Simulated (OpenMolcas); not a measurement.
## Run report: CH5OSi (charge −1), energy and gradient calculation (part 3 of 3)

Continued. System: CH5OSi, charge −1, SMILES CO[SiH2-]. Method: HF/def2-SVP, RHF (OpenMolcas 26.06). The geometry comes from this level: GFN2-xTB.

Geometry of the input (Å):
```
C  -0.4971  0.9567  -0.2170
O  -0.5995  -0.2119  0.4346
Si 0.4718  -1.4562  -0.1791
H  -0.7574  0.8670  -1.2920
H  0.5289  1.3760  -0.1873
H  -1.1721  1.7090  0.2295
H  1.8075  -0.8536  0.2454
H  0.2180  -2.3871  0.9659
```

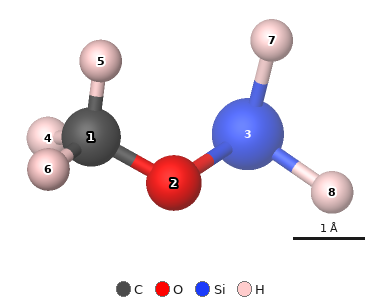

*The structure (ball-and-stick view, seen at a tilt; atoms are numbered from 1 in the order of the input).*

## What the program printed, continued
```
          Orbital           21        22        23        24        25        26        27        28        29
          Energy            0.4233    0.4342    0.4848    0.5387    0.5992    0.7019    0.7735    0.8076    0.8162
          Occ. No.          0.0000    0.0000    0.0000    0.0000    0.0000    0.0000    0.0000    0.0000    0.0000

        1 C1     1s         0.0235    0.0020   -0.0009    0.0326   -0.0080    0.0227   -0.0454   -0.0430   -0.0818
        2 C1     1s        -0.0088    0.0041    0.0031   -0.0429   -0.0657   -0.1703    0.3049    0.2698    0.5187
        3 C1     1s        -0.5729   -0.1445    0.2209   -0.9222    1.0438    0.2945   -0.5363   -0.5332   -1.0596
        4 C1     2px       -0.1798    0.2502    0.0347   -0.0008    0.0047   -0.0228    0.0235    0.2226   -0.0434
        5 C1     2px       -0.8103    1.0037    0.2197    0.2593    0.0449   -0.1234   -0.2199   -1.2417    0.1627
        6 C1     2py        0.1168    0.0838    0.0679    0.0942   -0.0196    0.0206   -0.1070   -0.0660   -0.2979
        7 C1     2py        0.6739    0.3915    0.2750    1.0569   -1.2524   -0.2878   -0.0824   -0.0570    0.7543
        8 C1     2pz        0.1748    0.1935   -0.0281   -0.0318    0.0578   -0.0174    0.0161    0.1077   -0.0722
        9 C1     2pz        0.6927    0.8121   -0.1964   -0.7528    0.7265    0.2622    0.0657   -0.4521    0.7973
       10 C1     3d2-      -0.0073    0.0067   -0.0108    0.0059    0.0059    0.0129    0.0037    0.0366    0.0241
       11 C1     3d1-       0.0043    0.0012    0.0001   -0.0168   -0.0016   -0.0024    0.0078   -0.0258    0.0065
       12 C1     3d0       -0.0081   -0.0064   -0.0024    0.0047    0.0141    0.0061   -0.0028   -0.0460    0.0527
       13 C1     3d1+      -0.0048   -0.0010    0.0000   -0.0043    0.0038    0.0119   -0.0019    0.0142    0.0335
       14 C1     3d2+      -0.0043    0.0006   -0.0092   -0.0096    0.0063    0.0019    0.0046    0.0447   -0.0102
       15 O2     1s         0.0253    0.0028    0.0563    0.0576   -0.0031   -0.0039    0.0155   -0.0087   -0.0244
       16 O2     1s         0.0201    0.0044    0.0766    0.0175    0.0159    0.0004    0.0364   -0.0352   -0.0843
       17 O2     1s         0.4011    0.0303    0.6691    1.2884   -0.3509   -0.1753    0.1432    0.1008    0.1624
       18 O2     2px        0.0248   -0.0522    0.0850   -0.0371    0.0124    0.0306    0.0588    0.1380   -0.0003
       19 O2     2px        0.0971   -0.1583    0.1451    0.0009    0.1142    0.0602    0.1637    0.2744   -0.0380
       20 O2     2py       -0.0250   -0.0238   -0.0344    0.1940   -0.1251   -0.0219   -0.0728    0.0177   -0.0558
       21 O2     2py       -0.0606   -0.0423   -0.0394    0.5347   -0.6892   -0.0779   -0.1858    0.0069   -0.1078
       22 O2     2pz       -0.0738   -0.0639   -0.0143   -0.0067    0.0939   -0.0008    0.0148    0.0455   -0.1044
       23 O2     2pz       -0.1962   -0.1778   -0.0070   -0.1613    0.2938    0.0104    0.0461    0.0804   -0.2108
       24 O2     3d2-      -0.0059    0.0057    0.0080   -0.0032   -0.0078    0.0002   -0.0014   -0.0033    0.0066
       25 O2     3d1-       0.0006    0.0042   -0.0005   -0.0034    0.0177    0.0056   -0.0128   -0.0127   -0.0159
       26 O2     3d0       -0.0021   -0.0003    0.0031   -0.0047   -0.0044    0.0012   -0.0091   -0.0050   -0.0050
       27 O2     3d1+       0.0017   -0.0018   -0.0040   -0.0055   -0.0049   -0.0023    0.0030    0.0088    0.0102
       28 O2     3d2+      -0.0011   -0.0048   -0.0006   -0.0097    0.0015    0.0076   -0.0053   -0.0080   -0.0308
       29 SI3    1s        -0.0018   -0.0023   -0.0462    0.0338    0.0270    0.0077   -0.0211    0.0048    0.0040
       30 SI3    1s        -0.0130   -0.0158   -0.3235    0.2456    0.2027    0.0573   -0.1515    0.0338    0.0254
       31 SI3    1s        -0.0483   -0.0664   -0.8167    1.2154    1.6226    0.3843   -0.4083    0.1202   -0.0656
       32 SI3    1s         0.1051    0.2192   -1.5310   -1.6661   -4.1653   -0.9212    0.2872   -0.4234    0.2601
       33 SI3    2px       -0.0401   -0.0118    0.0317    0.0008    0.0243   -0.1176   -0.0976    0.0023    0.0296
       34 SI3    2px        0.0302    0.0252   -0.0870    0.0448   -0.0874    0.4583    0.3937   -0.0016   -0.0972
       35 SI3    2px        0.7538    0.0504   -0.3074   -0.4789   -0.0882   -0.1869   -0.1676   -0.0028    0.2237
       36 SI3    2py       -0.0172    0.0059   -0.0079    0.0151    0.0527   -0.1015    0.0009    0.0465    0.0852
       37 SI3    2py        0.0086   -0.0039    0.0581   -0.0569   -0.1109    0.4311   -0.0032   -0.1989   -0.3559
       38 SI3    2py        0.3976   -0.1085   -0.1121    0.2331   -0.6746   -0.3176   -0.0364    0.3974    0.7200
       39 SI3    2pz       -0.0007   -0.0221    0.0754    0.0166    0.0319    0.0835   -0.2069    0.0232    0.0362
       40 SI3    2pz        0.0183    0.0339   -0.1170   -0.0073   -0.0190   -0.3075    0.8187   -0.0815   -0.1366
       41 SI3    2pz       -0.2258    0.2544   -1.2717   -0.4057   -1.1510   -0.0681   -0.9266   -0.2108   -0.0508
       42 SI3    3d2-      -0.0280   -0.0182   -0.0221    0.0708    0.0123    0.0703    0.2372   -0.1066    0.0433
       43 SI3    3d1-      -0.0128   -0.0140    0.0130   -0.0385   -0.0780    0.2189   -0.0012    0.1235    0.1955
       44 SI3    3d0        0.0098   -0.0070   -0.0354   -0.0146   -0.0559   -0.2207   -0.0471    0.2215    0.1423
       45 SI3    3d1+      -0.0095    0.0313   -0.0361    0.0131   -0.0563    0.1378   -0.1285   -0.0103   -0.2510
       46 SI3    3d2+      -0.0080    0.0405   -0.0054    0.0054   -0.0332    0.0891    0.1102    0.2620    0.3643
       47 H4     1s        -0.0345   -0.0054   -0.0208   -0.0791    0.1272    0.0879    0.0115   -0.4253    0.5683
       48 H4     1s         1.1295    1.8202   -0.1480   -0.0496    0.3855    0.0654   -0.0580   -0.0175    0.2022
       49 H4     2px        0.0058    0.0023    0.0022    0.0006   -0.0095   -0.0148    0.0066   -0.0347    0.0015
       50 H4     2py       -0.0042   -0.0015    0.0004    0.0073    0.0116    0.0092   -0.0234    0.0017   -0.0141
       51 H4     2pz        0.0092    0.0144   -0.0012   -0.0003   -0.0084   -0.0042    0.0063    0.0150    0.0141
       52 H5     1s        -0.0032    0.0188   -0.0646   -0.1065    0.0525    0.0394    0.0747    0.7301   -0.2368
       53 H5     1s         0.9915   -1.7742   -0.3820   -0.0369    0.1513    0.3186    0.3324    0.1779    0.0766
       54 H5     2px       -0.0057    0.0103    0.0013   -0.0056    0.0007   -0.0062   -0.0081   -0.0020   -0.0092
       55 H5     2py       -0.0055    0.0082   -0.0038    0.0051    0.0076    0.0248   -0.0041   -0.0104    0.0021
       56 H5     2pz       -0.0021   -0.0001   -0.0014   -0.0032    0.0055    0.0063   -0.0043   -0.0019    0.0341
       57 H6     1s         0.0215   -0.0147    0.0605   -0.0628    0.0212   -0.1136    0.0392   -0.2877   -0.3310
       58 H6     1s        -1.6615    0.1156    0.0071    0.2088    0.0294   -0.0395    0.0673    0.0938    0.1497
       59 H6     2px       -0.0088    0.0026    0.0013    0.0076    0.0023    0.0054   -0.0023   -0.0342    0.0269
       60 H6     2py        0.0131    0.0002    0.0053   -0.0050   -0.0016   -0.0027    0.0002   -0.0191   -0.0010
       61 H6     2pz        0.0045    0.0008   -0.0026   -0.0050    0.0021   -0.0004    0.0068   -0.0314    0.0252
       62 H7     1s        -0.0730    0.0673   -0.0163    0.1244   -0.0230    0.4077    0.4833   -0.0172   -0.0107
       63 H7     1s        -0.6698   -0.0322    1.4489    0.5152    1.5882   -0.5513   -0.5427    0.1679   -0.3350
       64 H7     2px        0.0067    0.0031    0.0073   -0.0080   -0.0119   -0.0094   -0.0014    0.0222    0.0255
       65 H7     2py        0.0005   -0.0107    0.0006   -0.0069    0.0006    0.0028    0.0035   -0.0390   -0.0083
       66 H7     2pz        0.0001    0.0039   -0.0065   -0.0076   -0.0201   -0.0037   -0.0165    0.0071   -0.0084
       67 H8     1s         0.0404   -0.0089   -0.0373    0.0986    0.1350   -0.4545    0.3292   -0.0923   -0.1279
       68 H8     1s         0.4584   -0.2640    1.6383    0.4257    1.1282    1.1755   -0.1008    0.5224    0.4522
       69 H8     2px        0.0043    0.0028   -0.0048   -0.0008   -0.0052    0.0014   -0.0196    0.0015   -0.0266
       70 H8     2py        0.0037   -0.0016   -0.0048    0.0017    0.0003   -0.0081    0.0100    0.0316    0.0391
       71 H8     2pz        0.0002    0.0019   -0.0019   -0.0128   -0.0222   -0.0149   -0.0082    0.0105    0.0031
--

++    Molecular charges:
      ------------------

      Mulliken charges per centre and basis function type
      ---------------------------------------------------

                C1      O2      SI3     H4      H5      H6      H7      H8
      1s       2.9578  3.8145  5.5462  1.0242  1.0183  1.0306  1.3211  1.3110
      2px      0.9526  1.8010  2.4538  0.0049  0.0158  0.0092  0.0056  0.0008
      2pz      0.9054  1.7411  3.1327  0.0163  0.0038  0.0059  0.0020  0.0055
      2py      0.7799  1.3546  2.4809  0.0022  0.0038  0.0078  0.0014  0.0031
      3d2+     0.0151  0.0027  0.0396  0.0000  0.0000  0.0000  0.0000  0.0000
      3d1+     0.0050  0.0017  0.0213  0.0000  0.0000  0.0000  0.0000  0.0000
      3d0      0.0202  0.0016  0.0255  0.0000  0.0000  0.0000  0.0000  0.0000
      3d1-     0.0180  0.0053  0.0552  0.0000  0.0000  0.0000  0.0000  0.0000
      3d2-     0.0209  0.0024  0.0515  0.0000  0.0000  0.0000  0.0000  0.0000
      Total    5.6749  8.7250 13.8066  1.0476  1.0418  1.0534  1.3302  1.3205

      N-E      0.3251 -0.7250  0.1934 -0.0476 -0.0418 -0.0534 -0.3302 -0.3205

      Total electronic charge=   34.000000

      Total            charge=   -1.000000
--

++    Molecular properties:
      ---------------------

      Charge (e):
                      =   -1.0000
      Dipole Moment (debye):
      Origin of the operator (angstrom)=   -0.0283   -0.5234   -0.0115
                   X= -1.3587E+00               Y=  3.6174E+00               Z=  2.0696E-01           Total=  3.8697E+00
      Center of Charge (angstrom)
                     X=    0.25458025               Y=   -1.27650204               Z=   -0.05458155
      Quadrupole Moment (debye*angstrom):
      Origin of the operator (angstrom)=   -0.0283   -0.5234   -0.0115
                  XX= -3.5570E+01              XY=  1.7637E+00              XZ=  8.4466E-01              YY= -3.7068E+01
                  YZ= -1.8478E+00              ZZ= -3.6978E+01
      In traceless form (debye*angstrom)
                  XX=  1.4529E+00              XY=  2.6456E+00              XZ=  1.2670E+00              YY= -7.9403E-01
                  YZ= -2.7717E+00              ZZ= -6.5885E-01
--

--- Stop Module: scf /rc=_RC_ALL_IS_WELL_ ---
--- Module scf spent 1 second ---

--- Start Module: alaska ---

                                              &ALASKA

                       available to each process: 1.9 GB of memory, 1 thread

                     Threshold for contributions to the gradient: 1.000E-07

                    ********************************************
                    * Symmetry Adapted Cartesian Displacements *
                    ********************************************

           Irreducible representation : a
           Basis function(s) of irrep: x, y, xy, Rz, z, xz, Ry, yz, Rx, I

 Basis Label        Type   Center Phase
   1   C1           x         1     1
   2   C1           y         1     1
   3   C1           z         1     1
   4   O2           x         2     1
   5   O2           y         2     1
   6   O2           z         2     1
   7   SI3          x         3     1
   8   SI3          y         3     1
   9   SI3          z         3     1
  10   H4           x         4     1
  11   H4           y         4     1
  12   H4           z         4     1
  13   H5           x         5     1
  14   H5           y         5     1
  15   H5           z         5     1
  16   H6           x         6     1
  17   H6           y         6     1
  18   H6           z         6     1
  19   H7           x         7     1
  20   H7           y         7     1
  21   H7           z         7     1
  22   H8           x         8     1
  23   H8           y         8     1
  24   H8           z         8     1

                     No automatic utilization of translational and rotational invariance of the energy is employed.

 Conventional ERI gradients!

 **************************************************
 *              Molecular gradients               *
 **************************************************

  Irreducible representation: a
 ------------------------------------------------------------------------------------------
                              X                       Y                       Z
 ------------------------------------------------------------------------------------------
  C1                4.05769635192510E-03   -1.88718042090397E-02    8.36864936214576E-03
  O2               -1.71123853002264E-03    7.35890383252394E-03   -6.24738437726791E-03
  SI3               8.10862639037246E-03    8.95427582447716E-03    1.81097058941786E-02
  H4               -3.27023773701862E-04   -3.24181972520188E-03   -3.06561402896133E-03
  H5                3.58498031006604E-03   -1.87008850840753E-03   -2.30475038304950E-04
  H6               -2.00879994142511E-03   -2.92711063342832E-04    2.64676674847131E-03
  H7               -6.85273879717574E-03   -1.04133047386035E-03   -8.24845835048686E-03
  H8               -4.85150200997492E-03    9.00457432284973E-03   -1.13331902097566E-02
 ------------------------------------------------------------------------------------------

--- Stop Module: alaska /rc=_RC_ALL_IS_WELL_ ---

.##################.
.# Happy landing! #.
.##################.

    Timing: Wall=3.42 User=2.67 System=0.73
```

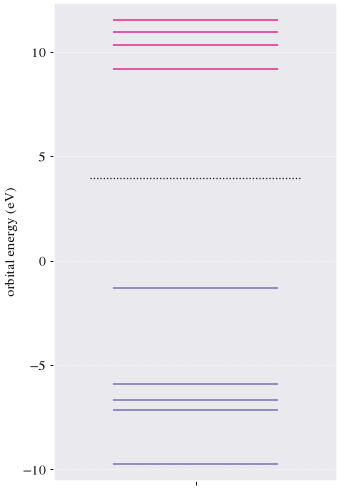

*Orbital energies near the frontier; the dotted line parts filled from empty levels, and levels within 0.02 eV of each other stand side by side.*

Highest filled −1.30 eV, lowest empty 9.20 eV, 10.50 eV apart.

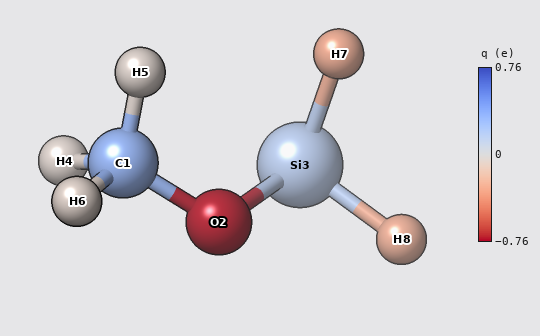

*Mulliken charges, as the colour of each atom (ball-and-stick view, seen at a tilt; atoms are numbered from 1 in the order of the input).*

By element: C +0.33, O −0.72, Si +0.19 and H −0.33 to −0.04 e.
